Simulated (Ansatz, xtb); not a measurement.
Pulling on the Se1–H2 bond in CH4OSe (SMILES CO[SeH]) (multiplicity 1 held, fragments rigid). Energies count from the point at 1.484 Å.
Geometry at that point (charge 0, multiplicity 1):
```xyz
7

Se    -0.4149    -0.1755     0.5953
H     -1.2102    -1.1283    -0.2177
O      1.0021    -0.0727    -0.5290
C      0.8200     0.7815    -1.6553
H      0.5450     1.7956    -1.3545
H      1.7809     0.8024    -2.1719
H      0.0548     0.3899    -2.3327
```

R- and RO- levels are restricted; in cc, def2 and unpolarised 6-31G sets they are followed outwards from rest. U- levels take the lowest unrestricted solution at each point, which mixes spins at long bonds. Active spaces are followed from a long bond inwards. Levels need not reach the same state.

Cores are frozen in the correlated methods. Filled d and f shells under p-block atoms count as core.

The values were computed with Ansatz (Gaussian orbitals); xtb for the GFN methods. Values without a source in brackets are computed. The GFN methods have no spin term and hold the electronic entropy of 300 K.

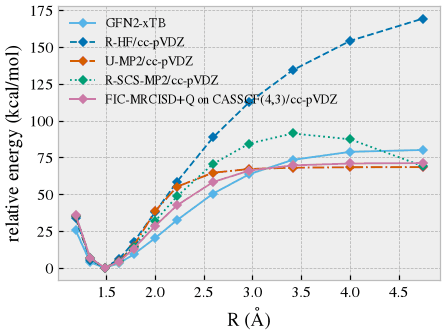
Relative energy along the coordinate

Problem. Read off the R-SCS-MP2/cc-pVDZ curve at R = 3.413.

Solution. about 91 kcal/mol

Doubts at one or more of the structures used: a restricted determinant that unrestricted orbitals would lower (R-HF/cc-pVDZ, R-SCS-MP2/cc-pVDZ); a spin-contaminated determinant (U-MP2/cc-pVDZ); active orbitals that take no part (FIC-MRCISD+Q on CASSCF(4,3)/cc-pVDZ).

Ansatz is a program for electronic structure.
